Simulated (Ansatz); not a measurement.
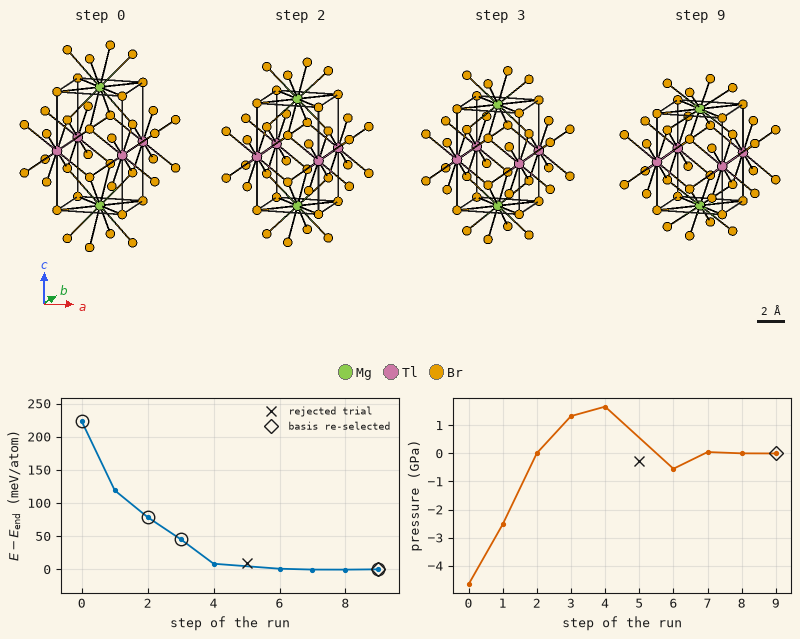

Frames of a relaxation of a crystal of MgTlBr5 (built on the MgPPd5-123 type type), marked on the history of the run. Style: ball-and-stick. Shown: the cell of the calculation, slightly off an axis.

All numbers below come from DFT, PBEsol, plane waves, PAW in Ansatz. Settings: plane-wave cutoff 420 eV; k-point mesh 4 × 4 × 2; occupations fermi dirac; smearing width 0.03 eV; no spin polarisation; cell and atoms relaxed; force threshold 0.01 eV/Å; at most 120 steps.

### Describe the path.

The energy falls by 223 meV per atom in 7 accepted moves (9 points after the start). Largest force component: 0.17 eV/Å at the start, 0.0011 eV/Å at the end. Pressure: −4.66 GPa at the start and 0.00 GPa at the end. The line search rejected the trial step at point 5 of the run. At 1 point the geometry stayed and the basis and grid were re-selected for the new cell (energy shift of 0.4 meV per atom at most each time). The largest moves relative to the cell, 0.40 Å, are those of Br atoms. Tl and Mg stay in place. Cell: a = b 5.084 → 5.088 Å (+0.1 %), c 9.001 → 7.343 Å (−18.4 %). Volume −18.3 %. Some distances before and after: Br–Mg 3.685 → 3.102 Å, Br–Br 3.685 → 3.102 Å, Br–Tl 3.134 → 3.173 Å. The space group stays P4/mmm (No. 123). The run took 20 s on 4 threads of Arm Neoverse V1, on a shared host, peak memory 0.6 GiB. From step 0 to 2: Br atoms move most (0.12 Å), volume −19.6 %, energy −144 meV per atom. From step 2 to 3: Br atoms move most (0.10 Å), volume −3.5 %, energy −33.2 meV per atom. From step 3 to 9: Br atoms move most (0.19 Å), volume +5.3 %, energy −45.4 meV per atom.

| step | E − E(0), meV/atom | largest force component, eV/Å | pressure, GPa | volume, Å³/atom | note |
| --- | --- | --- | --- | --- | --- |
| 0 | 0.00 | 0.1652 | -4.66 | 33.233 |  |
| 1 | -103.93 | 0.2078 | -2.53 | 29.128 |  |
| 2 | -144.41 | 0.2209 | 0.01 | 26.703 |  |
| 3 | -177.58 | 0.2252 | 1.33 | 25.778 |  |
| 4 | -214.55 | 0.1260 | 1.66 | 25.806 |  |
| 5 | -213.43 | 0.3017 | -0.28 | 27.915 | rejected |
| 6 | -222.07 | 0.0902 | -0.55 | 27.525 |  |
| 7 | -223.38 | 0.0202 | 0.05 | 27.151 |  |
| 8 | -223.44 | 0.0012 | 0.00 | 27.154 |  |
| 9 | -222.99 | 0.0011 | 0.00 | 27.154 | same geometry, new basis |
